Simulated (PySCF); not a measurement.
# Run report: OF, geometry relaxation

- system: OF (Oxygen monofluoride), multiplicity 2
- method: HF/6-31G*, UHF (PySCF 2.14.0)

The geometry comes from this level: GFN2-xTB symmetrised. Figures and captions count atoms from 1; the log counts them from 0 in places.

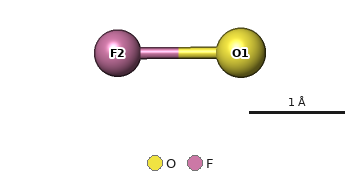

Fig. 1: The structure as given in the input (ball-and-stick view, seen on its broad side; atoms are numbered from 1 in the order of the input). Bond lengths as drawn: F–O 1.30 Å.

### Key numbers

| quantity | value |
| --- | --- |
| outcome | converged |
| total energy | −174.119903 hartree |
| basis functions | 28 |
| ⟨S²⟩ | 0.762 |
| zero-point energy | 0.002652 hartree |
| dipole moment | 0.31 D |
| wavenumbers, lowest and highest | 1164 cm⁻¹ |
| hardware | 1 thread of Arm Neoverse V2, 24 GiB of memory available, shared host |
| wall time | 2 s |
| peak memory | 0.13 GiB |

### Input (calc.py)
```python
from pyscf import gto, scf, symm
from pyscf.hessian import thermo
from pyscf.geomopt.geometric_solver import kernel as optimise

mol = gto.Mole()
mol.atom = '''
O      0.000000     0.000000    -1.226857
F      0.000000     0.000000     1.226857
'''
mol.max_memory = 1860
mol.basis = '6-31g*'
mol.verbose = 3
mol.unit = 'bohr'
mol.spin = 1
mol.build()

calc0 = scf.UHF(mol)
calc0.conv_tol = 1e-10
converged, mol_eq = optimise(calc0, maxsteps=60, convergence_set='GAU_TIGHT')
print('converged:', converged)
print(mol_eq.tostring())

calc0.reset(mol_eq)
mol = mol_eq
calc0.kernel()
if not calc0.converged:
    calc0 = calc0.newton().run(calc0.mo_coeff, calc0.mo_occ)
e_final = calc0.e_tot
print('Final energy', e_final)
hess = calc0.Hessian().kernel()
modes = thermo.harmonic_analysis(mol, hess)
thermo.dump_normal_mode(mol, modes)
symm.geom.TOLERANCE = 1e-3  # for the symmetry number
th = thermo.thermo(calc0, modes['freq_au'], 298.15, 101325)
thermo.dump_thermo(mol, th)
```

Launch command:
```bash
OMP_NUM_THREADS=1 python calc.py
```

### Output
```
#|     Arguments passed to driver run_optimizer():      |#
convergence_set           GAU_TIGHT
customengine              <pyscf.geomopt.geometric_solver.PySCFEngine object>
maxiter                   60
----------------------------------------------------------
Custom engine selected.
Bonds will be generated from interatomic distances less than 1.20 times sum of covalent radii
6 internal coordinates being used (instead of 6 Cartesians)
Internal coordinate system (atoms numbered from 1):
Distance 1-2
Translation-X 1-2
Translation-Y 1-2
Translation-Z 1-2
Rotation-A 1-2
Rotation-B 1-2
Rotation-C 1-2
<class 'geometric.internal.Distance'> : 1
<class 'geometric.internal.TranslationX'> : 1
<class 'geometric.internal.TranslationY'> : 1
<class 'geometric.internal.TranslationZ'> : 1
<class 'geometric.internal.RotationA'> : 1
<class 'geometric.internal.RotationB'> : 1
<class 'geometric.internal.RotationC'> : 1
> ===== Optimization Info: ====
> Job type: Energy minimization
> Maximum number of optimization cycles: 60
> Initial / maximum trust radius (Angstrom): 0.100 / 0.300
> Convergence Criteria:
> Will converge when all 5 criteria are reached:
>  |Delta-E| < 1.00e-06
>  RMS-Grad  < 1.00e-05
>  Max-Grad  < 1.50e-05
>  RMS-Disp  < 4.00e-05
>  Max-Disp  < 6.00e-05
> === End Optimization Info ===

Geometry optimization cycle 1
Cartesian coordinates (Angstrom)
 Atom        New coordinates             dX        dY        dZ
   O   0.000000   0.000000  -0.649225    0.000000  0.000000  0.000000
   F   0.000000   0.000000   0.649225    0.000000  0.000000  0.000000

WARN: HOMO -0.331041106683919 >= LUMO -0.331041106683919

converged SCF energy = -174.11920291673  <S^2> = 0.75913613  2S+1 = 2.0091154
--------------- UHF_Scanner gradients ---------------
         x                y                z
0 O    -0.0000000000     0.0000000000     0.0270336859
1 F     0.0000000000    -0.0000000000    -0.0270336859
----------------------------------------------
cycle 1: E = -174.119202917  dE = -174.119  norm(grad) = 0.0382314
Step    0 : Gradient = 2.703e-02/2.703e-02 (rms/max) Energy = -174.1192029167
Hessian Eigenvalues: 5.00000e-02 5.00000e-02 5.00000e-02 ... 5.00000e-02 5.00000e-02 6.76256e-01

Geometry optimization cycle 2
Cartesian coordinates (Angstrom)
 Atom        New coordinates             dX        dY        dZ
   O   0.000000  -0.000000  -0.659802    0.000000 -0.000000 -0.010577
   F  -0.000000   0.000000   0.659802   -0.000000  0.000000  0.010577
converged SCF energy = -174.119859480984  <S^2> = 0.76108914  2S+1 = 2.0110586
--------------- UHF_Scanner gradients ---------------
         x                y                z
0 O    -0.0000000000     0.0000000000     0.0063723184
1 F     0.0000000000    -0.0000000000    -0.0063723184
----------------------------------------------
cycle 2: E = -174.119859481  dE = -0.000656564  norm(grad) = 0.00901182
Step    1 : Displace = 1.058e-02/1.058e-02 (rms/max) Trust = 1.000e-01 (=) Grad = 6.372e-03/6.372e-03 (rms/max) E (change) = -174.1198594810 (-6.566e-04) Quality = 1.215
Hessian Eigenvalues: 5.00000e-02 5.00000e-02 5.00000e-02 ... 5.00000e-02 5.00000e-02 5.16850e-01

Geometry optimization cycle 3
Cartesian coordinates (Angstrom)
 Atom        New coordinates             dX        dY        dZ
   O   0.000000  -0.000000  -0.663064    0.000000 -0.000000 -0.003262
   F  -0.000000   0.000000   0.663064   -0.000000  0.000000  0.003262
converged SCF energy = -174.119902605883  <S^2> = 0.76201854  2S+1 = 2.0119826
--------------- UHF_Scanner gradients ---------------
         x                y                z
0 O     0.0000000000     0.0000000000     0.0006771445
1 F    -0.0000000000    -0.0000000000    -0.0006771445
----------------------------------------------
cycle 3: E = -174.119902606  dE = -4.31249e-05  norm(grad) = 0.000957627
Step    2 : Displace = 3.262e-03/3.262e-03 (rms/max) Trust = 1.414e-01 (+) Grad = 6.771e-04/6.771e-04 (rms/max) E (change) = -174.1199026059 (-4.312e-05) Quality = 1.098
Hessian Eigenvalues: 5.00000e-02 5.00000e-02 5.00000e-02 ... 5.00000e-02 5.00000e-02 4.61928e-01

Geometry optimization cycle 4
Cartesian coordinates (Angstrom)
 Atom        New coordinates             dX        dY        dZ
   O   0.000000  -0.000000  -0.663452   -0.000000 -0.000000 -0.000388
   F  -0.000000   0.000000   0.663452    0.000000  0.000000  0.000388
converged SCF energy = -174.119903117656  <S^2> = 0.76214331  2S+1 = 2.0121067
--------------- UHF_Scanner gradients ---------------
         x                y                z
0 O    -0.0000000000     0.0000000000     0.0000216697
1 F     0.0000000000    -0.0000000000    -0.0000216697
----------------------------------------------
cycle 4: E = -174.119903118  dE = -5.11772e-07  norm(grad) = 3.06456e-05
Step    3 : Displace = 3.879e-04/3.879e-04 (rms/max) Trust = 2.000e-01 (+) Grad = 2.167e-05/2.167e-05 (rms/max) E (change) = -174.1199031177 (-5.118e-07) Quality = 1.031
Hessian Eigenvalues: 5.00000e-02 5.00000e-02 5.00000e-02 ... 5.00000e-02 5.00000e-02 4.47146e-01

Geometry optimization cycle 5
Cartesian coordinates (Angstrom)
 Atom        New coordinates             dX        dY        dZ
   O   0.000000  -0.000000  -0.663465    0.000000 -0.000000 -0.000013
   F  -0.000000   0.000000   0.663465   -0.000000  0.000000  0.000013
converged SCF energy = -174.119903118158  <S^2> = 0.76214472  2S+1 = 2.0121081
--------------- UHF_Scanner gradients ---------------
         x                y                z
0 O     0.0000000000    -0.0000000000    -0.0000019590
1 F    -0.0000000000     0.0000000000     0.0000019590
----------------------------------------------
cycle 5: E = -174.119903118  dE = -5.02098e-10  norm(grad) = 2.77049e-06
```

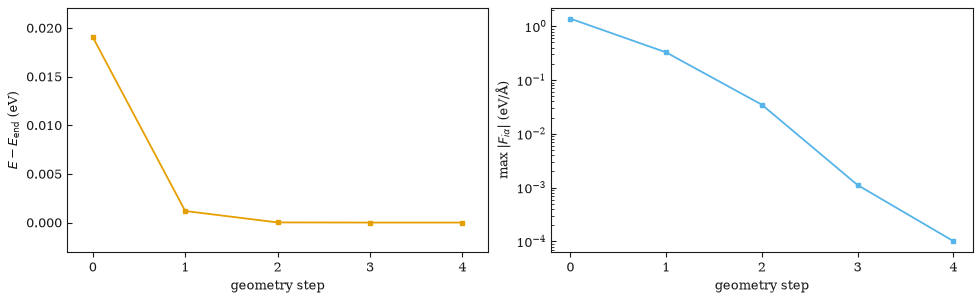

Fig. 2: Progress of the relaxation, step by step (steps are counted from 0). The largest moves after the best rigid fit, 0.014 Å, are those of O1 and F2. By element the largest moves are O 0.014 Å, F 0.014 Å. Distances before and after: O1–F2 1.298 → 1.327 Å. After 4 geometry steps the energy has fallen by 0.019 eV. The largest force component goes from 1.4 to 0.0001 eV/Å. (Atoms are counted from 1 in the order of the input.)

```
Step    4 : Displace = 1.282e-05/1.282e-05 (rms/max) Trust = 2.828e-01 (+) Grad = 1.959e-06/1.959e-06 (rms/max) E (change) = -174.1199031182 (-5.021e-10) Quality = 0.956
Hessian Eigenvalues: 5.00000e-02 5.00000e-02 5.00000e-02 ... 5.00000e-02 5.00000e-02 4.47146e-01
Converged! =D

converged: True
O           0.00000000       -0.00000000       -0.66346467
F          -0.00000000        0.00000000        0.66346467

WARN: HOMO -0.337387626461455 >= LUMO -0.337387626461455

converged SCF energy = -174.119903118187  <S^2> = 0.76214779  2S+1 = 2.0121111
Final energy -174.11990311818732
Mode                                 0
Irrep
Freq [cm^-1]                     1164.1873
Reduced mass [au]                  17.2435
Force const [Dyne/A]               13.7696
Char temp [K]                    1675.0063
Normal mode                   x     y     z
       0   O                 0.00 -0.00 -0.18
       1   F                -0.00  0.00  0.16
temperature 298.1500 [K]
pressure 101325.00 [Pa]
Rotational constants [GHz] inf 33.04818 33.04818
Symmetry number 1
Zero-point energy (ZPE) 0.00265 [Eh]   6963.387 [J/mol]
                           tot       elec      trans        rot        vib
Entropy [J/mol/K]       210.902      5.763    153.086     51.852      0.201
Cv [J/mol/K]             21.746      0.000     12.472      8.314      0.960
Cp [J/mol/K]             30.061      0.000     20.786      8.314      0.960
Internal energy [J/mol]                      3718.434   2478.956   7014.152
Internal energy [Eh]   -174.11487  -174.11990
Enthalpy [J/mol]                             6197.391   2478.956   7014.152
Enthalpy [Eh]          -174.11393
Gibbs free energy [J/mol]                  -39445.229 -12980.663   6954.367
Gibbs free energy [Eh] -174.13788
```

### Trajectory as extended XYZ (Å, eV, eV/Å), 5 frames, from step=0 to step=4
```
2
Properties=species:S:1:pos:R:3:forces:R:3 step=0 energy=-4738.02488
O     0.0000    0.0000   -0.6492    0.0000   0.0000  -1.3901
F     0.0000    0.0000    0.6492    0.0000   0.0000   1.3901
2
Properties=species:S:1:pos:R:3:forces:R:3 step=1 energy=-4738.04275
O     0.0000    0.0000   -0.6598    0.0000   0.0000  -0.3277
F     0.0000    0.0000    0.6598    0.0000   0.0000   0.3277
2
Properties=species:S:1:pos:R:3:forces:R:3 step=2 energy=-4738.04392
O     0.0000    0.0000   -0.6631    0.0000   0.0000  -0.0348
F     0.0000    0.0000    0.6631    0.0000   0.0000   0.0348
2
Properties=species:S:1:pos:R:3:forces:R:3 step=3 energy=-4738.04394
O     0.0000    0.0000   -0.6635    0.0000   0.0000  -0.0011
F     0.0000    0.0000    0.6635    0.0000   0.0000   0.0011
2
Properties=species:S:1:pos:R:3:forces:R:3 step=4 energy=-4738.04394
O     0.0000    0.0000   -0.6635    0.0000   0.0000   0.0001
F     0.0000    0.0000    0.6635    0.0000   0.0000  -0.0001
```
